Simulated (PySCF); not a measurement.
**BSiH4 (SMILES B[SiH2]) at UB3LYP/STO-3G**

Aim: the energy change on altering one bond length of BSiH4 at UB3LYP/STO-3G, from 2 runs. 

The results are computed with PySCF 2.14.0.

12 further runs of the same task are left out: 2 that didn't finish, 10 set aside as unsound or not needed.

### 1 Starting point

The species is BSiH4 (6 atoms), meant as a doublet with charge 0. SMILES: `B[SiH2]`. The shape is that of a GFN2-xTB optimisation.

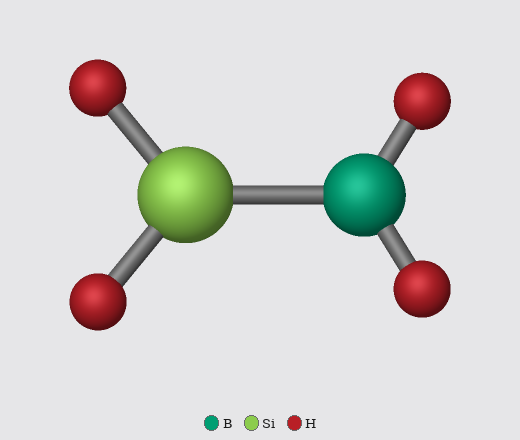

The structure, seen from a chosen angle (boron teal, silicon green, hydrogen red).

### 2 A single-point energy at UB3LYP/STO-3G

Input file run.py:

```python
from pyscf import gto, dft

molecule = gto.Mole()
molecule.atom = '''
B     -0.003690    -1.037180     0.114670
Si     0.004430     0.829590    -0.091960
H     -0.730970    -1.564260     0.876300
H      0.717450    -1.725110    -0.512520
H      0.828120     1.658960    -0.988060
H     -0.815330     1.838000     0.601560
'''
molecule.spin = 1
molecule.verbose = 3
molecule.basis = 'sto-3g'
molecule.max_memory = 1860
molecule.charge = 0
molecule.build()

myscf = dft.UKS(molecule, xc='b3lyp')
myscf.grids.level = 5
myscf.conv_tol = 1e-10
myscf.kernel()
if not myscf.converged:
    myscf = myscf.newton().run(myscf.mo_coeff, myscf.mo_occ)

energy = myscf.e_tot
print('E(%s) = %.9f' % ('B3LYP', energy))
```

On the command line:

```
$ OMP_NUM_THREADS=1 python run.py
```

Output:

```text
WARN: HOMO -0.134598349208387 >= LUMO -0.134598349208388

converged SCF energy = -312.993829275445  <S^2> = 0.75170985  2S+1 = 2.0017091
E(B3LYP) = -312.993829275
```

Wall time 4.5 s (1 thread of Intel Xeon Platinum 8488C (Sapphire Rapids), shared host); peak memory 0.2 GiB.

### 3 The distorted shape, same level

Input file input.xyz:

```xyz
6
BH4Si
B     -1.301754     0.201106     1.243623
Si    -1.293634     2.067876     1.036993
H     -2.029034    -0.325974     2.005253
H      0.717450    -1.725110    -0.512520
H     -0.469944     2.897246     0.140893
H     -2.113394     3.076286     1.730513
```

Input file calc.py:

```python
from pyscf import gto, dft

system = gto.M(
    atom='input.xyz',
    charge=0,
    verbose=3,
    spin=1,
    basis='sto-3g',
    max_memory=1860,
)

ks = dft.UKS(system)
ks.xc = 'b3lyp'
ks.conv_tol = 1e-10
ks.grids.level = 5
ks.kernel()
if not ks.converged:
    ks = ks.newton().run(ks.mo_coeff, ks.mo_occ)

e_final = ks.e_tot
print('Final energy', e_final)
```

On the command line:

```
$ OMP_NUM_THREADS=1 python calc.py
```

Output:

```text
WARN: HOMO -0.126699931026847 >= LUMO -0.126699931026846

converged SCF energy = -312.768362061109  <S^2> = 1.7319582  2S+1 = 2.8156407
Final energy -312.7683620611094
```

Wall time 7.2 s (1 thread of Intel Xeon Platinum 8488C (Sapphire Rapids), shared host); peak memory 0.2 GiB.

### 4 What came out

At UB3LYP/STO-3G:

| quantity | value |
| --- | --- |
| first shape: total energy | -312.99383 Eh |
| first shape: dipole moment | 1.45 D |
| first shape: HOMO energy (highest over α and β) | -3.45 eV |
| first shape: LUMO energy (lowest over α and β) | -0.32 eV |
| first shape: ⟨S²⟩ | 0.752 |
| distorted shape: total energy | -312.76836 Eh |
| distorted shape: dipole moment | 1.16 D |
| distorted shape: HOMO energy (highest over α and β) | -2.90 eV |
| distorted shape: LUMO energy (lowest over α and β) | 0.06 eV |
| distorted shape: ⟨S²⟩ | 1.732 |
| energy change with the B1–H4 bond stretched from 1.178 to 3.297 Å | 6.135 eV |

What this shows: With the B1–H4 bond stretched from 1.178 to 3.297 Å the energy rises by 6.14 eV (592 kJ/mol). The first shape isn't relaxed at this level, so the change isn't measured from a minimum. The minimal basis adds a large error of its own. Mulliken charges (first shape) run from -0.12 on H6 to +0.45 on Si2. ⟨S²⟩ (distorted shape) is 1.73 where a pure doublet has 0.75: the reference is spin-contaminated.
